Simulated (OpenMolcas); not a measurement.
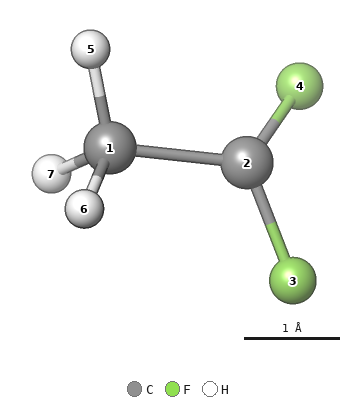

**Figure 1.** The structure (ball-and-stick view, seen at a tilt; atoms are numbered from 1 in the order of the input).

# Energy and gradient calculation, with input and output: C$_{2}$H$_{3}$F$_{2}$ (part 1 of 2)

- system: C$_{2}$H$_{3}$F$_{2}$, multiplicity 2
- method: HCTH407/6-31G**, UKS, C-PCM solvent carbontetrachloride (OpenMolcas 26.06)

The geometry comes from this level: GFN2-xTB.

**Log**
```
--- Start Module: gateway ---

                                              &GATEWAY

                       available to each process: 1.9 GB of memory, 1 thread

++    Symmetry information:
      ---------------------

                    Character Table for C1

                             E
                    a        1  x, y, xy, Rz, z, xz, Ry, yz, Rx, I
--

++    Basis set information:
      ----------------------

      Basis set label: C.6-31G**.........

      Electronic valence basis set:
      ------------------
      Associated Effective Charge   6.000000 au
      Associated Actual Charge      6.000000 au
      Nuclear Model: Point charge

      Shell  nPrim  nBasis  Cartesian Spherical Contaminant
         s      10       3        X
         p       4       2        X
         d       1       1        X

      Basis set label: F.6-31G**.........

      Electronic valence basis set:
      ------------------
      Associated Effective Charge   9.000000 au
      Associated Actual Charge      9.000000 au
      Nuclear Model: Point charge

      Shell  nPrim  nBasis  Cartesian Spherical Contaminant
         s      10       3        X
         p       4       2        X
         d       1       1        X

      Basis set label: H.6-31G**.........

      Electronic valence basis set:
      ------------------
      Associated Effective Charge   1.000000 au
      Associated Actual Charge      1.000000 au
      Nuclear Model: Point charge

      Shell  nPrim  nBasis  Cartesian Spherical Contaminant
         s       4       2        X
         p       1       1        X
--

++    Molecular structure info:
      -------------------------

                    ************************************************
                    **** Cartesian Coordinates / bohr, angstrom ****
                    ************************************************

     Center  Label                x              y              z                     x              y              z
        1      C1              -0.328831       1.216247      -0.007540             -0.174010       0.643610      -0.003990
        2      C2               0.336844      -1.438535       0.544789              0.178250      -0.761240       0.288290
        3      F3              -1.243515      -3.257793      -0.243094             -0.658040      -1.723950      -0.128640
        4      F4               2.726402      -2.183597       0.142939              1.442750      -1.155510       0.075640
        5      H5               0.959282       2.463277       0.995961              0.507630       1.303510       0.527040
        6      H6              -2.257920       1.569436       0.601897             -1.194840       0.830510       0.318510
        7      H7              -0.192261       1.630966      -2.034952             -0.101740       0.863070      -1.076850

                    ***************************************
                    *    InterNuclear Distances / bohr    *
                    ***************************************

               1 C1            2 C2            3 F3            4 F4            5 H5            6 H6
    1 C1       0.000000
    2 C2       2.792142        0.000000
    3 F3       4.572654        2.535349        0.000000
    4 F4       4.573405        2.535072        4.130758        0.000000
    5 H5       2.054589        3.976823        6.254456        5.044185        0.000000
    6 H6       2.053665        3.972903        5.004515        6.256147        3.362235        0.000000
    7 H7       2.073895        4.044360        5.311860        5.273774        3.347421        3.350180

               7 H7
    7 H7       0.000000

                    *******************************************
                    *    InterNuclear Distances / angstrom    *
                    *******************************************

               1 C1            2 C2            3 F3            4 F4            5 H5            6 H6
    1 C1       0.000000
    2 C2       1.477538        0.000000
    3 F3       2.419744        1.341649        0.000000
    4 F4       2.420142        1.341503        2.185903        0.000000
    5 H5       1.087241        2.104444        3.309716        2.669268        0.000000
    6 H6       1.086753        2.102369        2.648276        3.310611        1.779218        0.000000
    7 H7       1.097458        2.140183        2.810915        2.790761        1.771379        1.772839

               7 H7
    7 H7       0.000000

                    **************************************
                    *    Valence Bond Angles / degree    *
                    **************************************
                          Atom centers                 Phi
                      2 C2       1 C1       5 H5       109.33
                      2 C2       1 C1       6 H6       109.19
                      2 C2       1 C1       7 H7       111.58
                      5 H5       1 C1       6 H6       109.85
                      5 H5       1 C1       7 H7       108.35
                      6 H6       1 C1       7 H7       108.52
                      1 C1       2 C2       3 F3       118.18
                      1 C1       2 C2       4 F4       118.22
                      3 F3       2 C2       4 F4       109.11

           ***************************************************************
           *              Valence Dihedral Angles / degree               *
           ***************************************************************
                    Atom centers                       Phi1     Phi2     Theta
           3 F3       2 C2       1 C1       5 H5        118.18   109.33   171.10
           3 F3       2 C2       1 C1       6 H6        118.18   109.19    50.89
           3 F3       2 C2       1 C1       7 H7        118.18   111.58   -69.06
           4 F4       2 C2       1 C1       5 H5        118.22   109.33   -53.75
           4 F4       2 C2       1 C1       6 H6        118.22   109.19  -173.96
           4 F4       2 C2       1 C1       7 H7        118.22   111.58    66.08
--

            Nuclear Potential Energy            122.71227506 au

--- Stop Module: gateway /rc=_RC_ALL_IS_WELL_ ---

--- Start Module: seward ---

                                              &SEWARD

                       available to each process: 1.9 GB of memory, 1 thread

               SEWARD will generate:
                  Multipole Moment integrals up to order  2
                  Kinetic Energy integrals
                  Nuclear Attraction integrals (point charge)
                  One-Electron Hamiltonian integrals
                  Velocity integrals
                  Reaction Field integrals (PCM)
                  Orbital angular momentum around (  0.4117  -1.5432   0.0631 )
                  Velocity quadrupole around (  0.4117  -1.5432   0.0631 )
                  RI decomposed two-electron repulsion integrals stored Cholesky style
                   - aCD auxiliary basis
                   - CD Threshold:   1.00E-04

                   Integrals are discarded if absolute value <: 1.00E-14
                   Integral cutoff threshold is set to       <: 1.00E-16

            Nuclear Potential Energy            122.71227506 au

      Basis set specifications :
      Symmetry species         a
      Basis functions           75

--- Stop Module: seward /rc=_RC_ALL_IS_WELL_ ---

--- Start Module: scf ---

                                                &SCF

                       available to each process: 1.9 GB of memory, 1 thread

++    Input section:
      --------------

      Header of the integral files:

      Cartesian coordinates in angstrom:
      -----------------------------------------------------
      No.  Label        X            Y            Z
      -----------------------------------------------------
       1   C1        -0.17401000   0.64361000  -0.00399000
       2   C2         0.17825000  -0.76124000   0.28829000
       3   F3        -0.65804000  -1.72395000  -0.12864000
       4   F4         1.44275000  -1.15551000   0.07564000
       5   H5         0.50763000   1.30351000   0.52704000
       6   H6        -1.19484000   0.83051000   0.31851000
       7   H7        -0.10174000   0.86307000  -1.07685000
      -----------------------------------------------------
      Nuclear repulsion energy =  122.71227506
--

++    Orbital specifications:
      -----------------------

      Symmetry species               1
                                     a
      Frozen orbitals                0
      Occupied orbitals alpha       17
      Occupied orbitals beta        16
      Secondary orbitals alpha      58
      Secondary orbitals beta       59
      Deleted orbitals               0
      Total number of orbitals      75
      Number of basis functions     75
--

      Molecular charge                           0.000

      Polarizable Continuum Model (PCM) activated
      Solvent: carbontetrachloride
      Version: Conductor
      Average area for surface element on the cavity boundary: 0.4000 angstrom^2
      Minimum radius for added spheres: 0.2000 angstrom
      Calculation type: equilibrium

      Numerical integration parameters
      --------------------------------
      Radial quadrature type:                         MHL
      Size of radial grid:                            75
      Lebedev angular grid:                           29
      Angular grid pruned with the crowding factor:  3.00E+00
                                 and fading factor:  6.00E+00
      Screening threshold for integral computation:   1.00E-11
      Radial quadrature accuracy:                     1.00E-25
      Maximum batch size:                             128
      AO values are stored on disk
      The same grid will be used for all iterations.

      DFT functional specifications
      -----------------------------
      Using Libxc version: 6.2.2
      Please cite the following reference:
      S. Lehtola, C. Steigemann, M. J.T. Oliveira, and M. A.L. Marques.,  SoftwareX 7, 1–5 (2018) doi:10.1016/j.softx.2017.11.002

      * HCTH/407

++    Optimization specifications:
      ----------------------------

      SCF Algorithm: LK-RI/DF USCF
      LK screening threshold:                     4.50E-02
      Local-Exchange (LK) algorithm.
       - the density matrix is decomposed
      D(i)-D(i-1) density differences are used
      Number of density matrices in core                 5
      Maximum number of NDDO SCF iterations            400
      Maximum number of HF SCF iterations              400
      Threshold for SCF energy change             1.00E-09
      Threshold for density matrix                1.00E-04
      Threshold for Fock matrix                   1.50E-04
      Threshold for linear dependence             1.00E-09
      Threshold at which DIIS is turned on        1.50E-01
      Maximum depth in the DIIS procedure                5
      Maximum depth in the BFGS Hessian update          30
      Threshold at which QNR/C2DIIS is turned on  7.50E-02
      Threshold for Norm(delta) (QNR/C2DIIS)      1.00E-03
      All orbitals punched on: UHFORB
--

      Input vectors read from INPORB
      Orbital file label: *Guess orbitals

++ Convergence information
                               UHF [...]      iterations: Energy and convergence statistics

Iter     Tot. [...]      One-elec.       Two-elec.     Energy      Max Dij or  Max Fij      DNorm      TNorm      AccCon     Time
         Energy          Energy          Energy        Change      Delta Norm                                                in Sec.
   1  -277.180758845  -535.876378966   196.317125547   0.00E+00    6.92E-01*   1.33E-01*    6.67E+00   1.50E+02   None         1.
   2  -276.906174570  -539.775535782   200.490866638   2.75E-01*   2.46E-01*   1.15E-01*    3.28E+00   1.55E+02   EDIIS        1.
   3  -277.562264259  -540.638293479   200.697534647  -6.56E-01*   1.99E-01*   4.94E-02*    1.03E+00   1.52E+02   EDIIS        1.
   4  -277.512152225  -536.753006700   196.862359901   5.01E-02*   2.94E-02*   2.62E-02*    9.11E-01   1.52E+02   EDIIS        1.
   5  -277.583763089  -538.410259122   198.448001459  -7.16E-02*   1.47E-02*   9.78E-03*    2.37E-01   1.52E+02   c2DIIS       1.
   6  -277.585752078  -539.257100063   199.292853411  -1.99E-03*   9.98E-02*   5.91E-03*    1.19E-01   1.52E+02   QNRc2DIIS    1.
   7  -277.584978472  -538.862116856   198.898643810   7.74E-04*   5.91E-02*   9.91E-03*    1.44E-01   1.52E+02   QNRc2DIIS    1.
   8  -277.586432207  -538.951121461   198.986194681  -1.45E-03*   7.88E-03*   2.21E-03*    8.31E-02   1.52E+02   QNRc2DIIS    1.
   9  -277.586465523  -539.033170095   199.068209999  -3.33E-05*   1.05E-03*   1.52E-04*    1.50E-02   1.52E+02   QNRc2DIIS    1.
  10  -277.586465878  -539.034849354   199.069888902  -3.56E-07*   3.04E-04    3.83E-05     1.72E-03   1.52E+02   QNRc2DIIS    1.
  11  -277.586465905  -539.034202287   199.069241808  -2.63E-08*   6.30E-05    7.87E-06     6.07E-04   1.52E+02   QNRc2DIIS    1.
  12  -277.586465906  -539.034193826   199.069233347  -8.87E-10    2.46E-05    1.60E-06     1.27E-04   1.52E+02   QNRc2DIIS    1.

       Convergence after  12 Iterations
--

 *****************************************************************************************************************************
 *                                             SCF/KS-DFT Program, Final results                                             *
 *                                                       Final Results                                                       *
 *****************************************************************************************************************************
```
